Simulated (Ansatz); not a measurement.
## What a change does: geometry relaxation on C$_{4}$H$_{12}$Ge

System: C$_{4}$H$_{12}$Ge, SMILES [CH3][Ge]([CH3])([CH3])[CH3].
Method of the first run: RHF/def2-SVP (Ansatz 0.2.0).

Text and figures count atoms from 1; the logs count them from 0 in places.

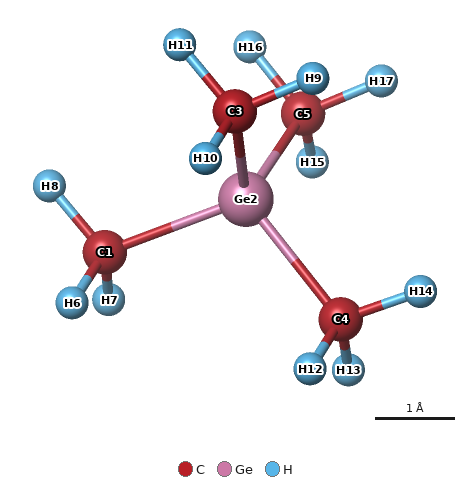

Figure 1. The input geometry (ball-and-stick view, seen at a tilt; atoms are numbered from 1 in the order of the input). Sticks mark near contacts. Bond lengths as drawn: C–Ge 1.97 Å and C–H 1.11 Å.

The input, the first run:
```yaml
crystal:
  periodic: [false, false, false]
  atoms:
    - { symbol: C, position_ang: [-0.23220838, -1.05011096, -1.65056747] }
    - { symbol: Ge, position_ang: [0.00329884, 0.00153984, 0.00229229] }
    - { symbol: C, position_ang: [-0.06779407, 1.92638302, -0.42571406] }
    - { symbol: C, position_ang: [-1.43711341, -0.44223512, 1.27568157] }
    - { symbol: C, position_ang: [1.7513629, -0.42761139, 0.8104851] }
    - { symbol: H, position_ang: [-1.22295824, -0.85159722, -2.10687977] }
    - { symbol: H, position_ang: [-0.16118743, -2.13621158, -1.43952695] }
    - { symbol: H, position_ang: [0.54797165, -0.79201867, -2.39486841] }
    - { symbol: H, position_ang: [0.09840442, 2.53721199, 0.48449822] }
    - { symbol: H, position_ang: [-1.05508833, 2.20043617, -0.84919004] }
    - { symbol: H, position_ang: [0.71177236, 2.19393736, -1.16730519] }
    - { symbol: H, position_ang: [-2.43070725, -0.21149904, 0.84101125] }
    - { symbol: H, position_ang: [-1.41601685, -1.52019357, 1.53434148] }
    - { symbol: H, position_ang: [-1.32750439, 0.13952794, 2.21315087] }
    - { symbol: H, position_ang: [1.80390537, -1.49958255, 1.08863765] }
    - { symbol: H, position_ang: [2.57640179, -0.21468387, 0.10113756] }
    - { symbol: H, position_ang: [1.91980103, 0.17465763, 1.7259859] }
basis:
  gaussian: { orbitals: def2-SVP }
hamiltonian:
  xc: hf
relax:
  f_tol: 0.004
  max_steps: 150
```

Launched with:
```bash
ansatz run input.yaml --threads 4 --pin off --max-ram 10240MiB --backend cpu --events-out ev --progress --plain --runs-dir out
```

Hardware: 4 threads of Arm Neoverse V2, 24 GiB of memory available, shared host.

Output, shortened to warnings, some set-up lines, iterations and results (the first run):
```
[...]
mean field evaluation 1: about -60772.0183 eV, gradient 3.6e1 eV
mean field evaluation 2: about -60772.0826 eV, gradient 3.6e1 eV
mean field evaluation 4: about -60775.7926 eV, gradient 3.3e0 eV
mean field evaluation 8: about -60775.8324 eV, gradient 7.2e-5 eV
relax step   1: F+E_penalty+E_count = -60775.83240816 eV  Δ(F+E_penalty+E_count) = +0.000e0 eV  max|allowed force component| = 5.637e-1 eV/Å  Δτ_max = 0.0000 Å  (29 SCF …
mean field evaluation 16: about -60775.8888 eV, gradient 1.0e-3 eV
relax step   2: F+E_penalty+E_count = -60775.88876902 eV  Δ(F+E_penalty+E_count) = -5.636e-2 eV  max|allowed force component| = 1.418e-1 eV/Å  Δτ_max = 0.0210 Å  (29 SCF …
relax step   3: F+E_penalty+E_count = -60775.89174430 eV  Δ(F+E_penalty+E_count) = -2.975e-3 eV  max|allowed force component| = 9.271e-3 eV/Å  Δτ_max = 0.0086 Å  (24 SCF …
relax step   4: F+E_penalty+E_count = -60775.89175706 eV  Δ(F+E_penalty+E_count) = -1.276e-5 eV  max|allowed force component| = 2.050e-2 eV/Å  Δτ_max = 0.0039 Å  (23 SCF …
mean field evaluation 32: about -60775.8916 eV, gradient 2.6e-1 eV
relax step   5: F+E_penalty+E_count = -60775.89181645 eV  Δ(F+E_penalty+E_count) = -5.939e-5 eV  max|allowed force component| = 4.517e-3 eV/Å  Δτ_max = 0.0046 Å  (23 SCF …
relax step   6: F+E_penalty+E_count = -60775.89183362 eV  Δ(F+E_penalty+E_count) = -1.717e-5 eV  max|allowed force component| = 4.011e-4 eV/Å  Δτ_max = 0.0041 Å  (21 SCF …
relax step   7: F+E_penalty+E_count = -60775.89183945 eV  Δ(F+E_penalty+E_count) = -5.830e-6 eV  max|allowed force component| = 1.353e-3 eV/Å  Δτ_max = 0.0049 Å  (22 SCF …
1636 factors; integrals over basis functions are off by at most 3.7e-4 eV
mean field -60775.89183945 eV, -2233.4728297207 hartree, gradient 1.6e-5 eV, S^2 0.000000; 1 other end points of the search recorded, 0 dependent functions left out
the calculation of the forces begins
reference -60775.89183945 eV, -2233.4728297207 hartree; 34, 34 occupied and 114, 114 virtual orbitals, 1636 factors
Total energy: -60775.89183945 eV, -2233.4728297207 hartree
Atom 0 at    -0.235736    -1.049142    -1.644428 Å, force    -0.000151     0.000338    -0.000847 eV/Å
Atom 1 at     0.003603     0.001603     0.002459 Å, force     0.001049     0.000654     0.001353 eV/Å
Atom 2 at    -0.069486     1.920909    -0.427051 Å, force    -0.000806     0.000439    -0.001271 eV/Å
Atom 3 at    -1.429576    -0.440468     1.276877 Å, force    -0.000463    -0.000369     0.000088 eV/Å
Atom 4 at     1.749480    -0.424715     0.804777 Å, force     0.000471    -0.001094     0.000495 eV/Å
Atom 5 at    -1.199186    -0.830366    -2.110180 Å, force     0.000318    -0.000257    -0.000029 eV/Å
Atom 6 at    -0.199042    -2.120081    -1.432829 Å, force    -0.000013     0.000612     0.000198 eV/Å
Atom 7 at     0.548669    -0.821770    -2.369716 Å, force    -0.000377    -0.000155     0.000247 eV/Å
Atom 8 at     0.060712     2.527292     0.472050 Å, force    -0.000027    -0.000832    -0.000212 eV/Å
Atom 9 at    -1.030331     2.184036    -0.874888 Å, force     0.000283     0.000595     0.000000 eV/Å
Atom 10 at     0.717605     2.192759    -1.133882 Å, force    -0.000320     0.000012     0.000167 eV/Å
Atom 11 at    -2.410891    -0.212450     0.854928 Å, force     0.000083    -0.000061     0.000084 eV/Å
Atom 12 at    -1.410849    -1.502320     1.532080 Å, force    -0.000099     0.000074     0.000064 eV/Å
Atom 13 at    -1.319296     0.130437     2.201492 Å, force     0.000082    -0.000002    -0.000164 eV/Å
Atom 14 at     1.815859    -1.486302     1.053071 Å, force     0.000467     0.000262     0.000081 eV/Å
Atom 15 at     2.563597    -0.188035     0.116142 Å, force    -0.000311    -0.000070     0.000157 eV/Å
Atom 16 at     1.907208     0.146564     1.722269 Å, force    -0.000186    -0.000147    -0.000410 eV/Å
Dipole moment:    -0.000086    -0.000053    -0.000105 e Å
```

For the second run the input was changed thus:
```diff
-  xc: hf
+  xc: lda
```

How does the second run compare with the first run?

The total energies belong to different methods, so their difference says nothing on which is more stable or more accurate. The functional changes from hf to LDA. On the same kind of shared host the second run took about 0.59 times as long.

Output, shortened to warnings, some set-up lines, iterations and results (the second run):
```
[...]
mean field evaluation 1: about -60699.7719 eV, gradient 1.0e2 eV
mean field evaluation 2: about -60668.5483 eV, gradient 1.4e2 eV
mean field evaluation 4: about -60724.4859 eV, gradient 3.3e0 eV
mean field evaluation 8: about -60724.5010 eV, gradient 2.0e-1 eV
mean field evaluation 16: about -60724.4312 eV, gradient 7.3e-5 eV
relax step   1: F+E_penalty+E_count = -60724.43121093 eV  Δ(F+E_penalty+E_count) = +0.000e0 eV  max|allowed force component| = 4.301e-1 eV/Å  Δτ_max = 0.0000 Å  (26 SCF …
relax step   2: F+E_penalty+E_count = -60724.46050869 eV  Δ(F+E_penalty+E_count) = -2.930e-2 eV  max|allowed force component| = 1.714e-1 eV/Å  Δτ_max = 0.0303 Å  (27 SCF …
relax step   3: F+E_penalty+E_count = -60724.46319176 eV  Δ(F+E_penalty+E_count) = -2.683e-3 eV  max|allowed force component| = 2.536e-2 eV/Å  Δτ_max = 0.0118 Å  (27 SCF …
mean field evaluation 32: about -60724.5340 eV, gradient 3.9e-1 eV
relax step   4: F+E_penalty+E_count = -60724.46333174 eV  Δ(F+E_penalty+E_count) = -1.400e-4 eV  max|allowed force component| = 7.814e-4 eV/Å  Δτ_max = 0.0072 Å  (21 SCF …
relax step   5: F+E_penalty+E_count = -60724.46334894 eV  Δ(F+E_penalty+E_count) = -1.721e-5 eV  max|allowed force component| = 3.553e-3 eV/Å  Δτ_max = 0.0049 Å  (21 SCF …
relax step   6: F+E_penalty+E_count = -60724.46335768 eV  Δ(F+E_penalty+E_count) = -8.735e-6 eV  max|allowed force component| = 2.144e-3 eV/Å  Δτ_max = 0.0056 Å  (21 SCF …
mean field evaluation 64: about -60724.4634 eV, gradient 3.9e-4 eV
mean field -60724.46335768 eV, -2231.5828678751 hartree, gradient 1.6e-5 eV, S^2 0.000000; 1 other end points of the search recorded, 0 dependent functions left out
the calculation of the forces begins
reference -60724.46339415 eV, -2231.5828692153 hartree; 34, 34 occupied and 114, 114 virtual orbitals, 1679 factors
Total energy: -60724.46339415 eV, -2231.5828692153 hartree
Atom 0 at    -0.232755    -1.035639    -1.623232 Å, force    -0.000297    -0.001029    -0.001951 eV/Å
Atom 1 at     0.003664     0.001701     0.002586 Å, force     0.000269     0.000210     0.000408 eV/Å
Atom 2 at    -0.068638     1.896421    -0.421713 Å, force    -0.000381     0.002144    -0.000889 eV/Å
Atom 3 at    -1.411190    -0.434813     1.260697 Å, force    -0.001449    -0.000525     0.001310 eV/Å
Atom 4 at     1.727271    -0.419332     0.794480 Å, force     0.002009    -0.000814     0.000915 eV/Å
Atom 5 at    -1.213516    -0.811054    -2.092704 Å, force     0.000474     0.000174     0.000494 eV/Å
Atom 6 at    -0.193788    -2.123318    -1.403741 Å, force     0.000007     0.000795     0.000430 eV/Å
Atom 7 at     0.565853    -0.800829    -2.357959 Å, force    -0.000257     0.000078     0.000657 eV/Å
Atom 8 at     0.064712     2.509084     0.494581 Å, force    -0.000043    -0.000901    -0.000184 eV/Å
Atom 9 at    -1.046944     2.159509    -0.876061 Å, force     0.000383    -0.000356     0.000202 eV/Å
Atom 10 at     0.732479     2.168158    -1.140810 Å, force    -0.000259    -0.000508     0.000358 eV/Å
Atom 11 at    -2.406650    -0.201467     0.827891 Å, force     0.000410     0.000053    -0.000248 eV/Å
Atom 12 at    -1.388554    -1.514817     1.517189 Å, force     0.000300     0.000194    -0.000327 eV/Å
Atom 13 at    -1.295319     0.147427     2.198930 Å, force     0.000388     0.000092    -0.000461 eV/Å
Atom 14 at     1.790178    -1.498964     1.045809 Å, force    -0.000248     0.000441    -0.000244 eV/Å
Atom 15 at     2.551645    -0.177937     0.091012 Å, force    -0.000756     0.000067     0.000030 eV/Å
Atom 16 at     1.883892     0.163823     1.726214 Å, force    -0.000550    -0.000116    -0.000500 eV/Å
Dipole moment:    -0.000020     0.000002    -0.000015 e Å
```

The two runs side by side:

```tsv
quantity	the first run	the second run
outcome	converged	converged
total energy (hartree)	−2233.472830	−2231.582869
largest force (eV/Å)	0.002	0.002
basis functions	148	148
wall time (shared host)	12 s	7 s
```
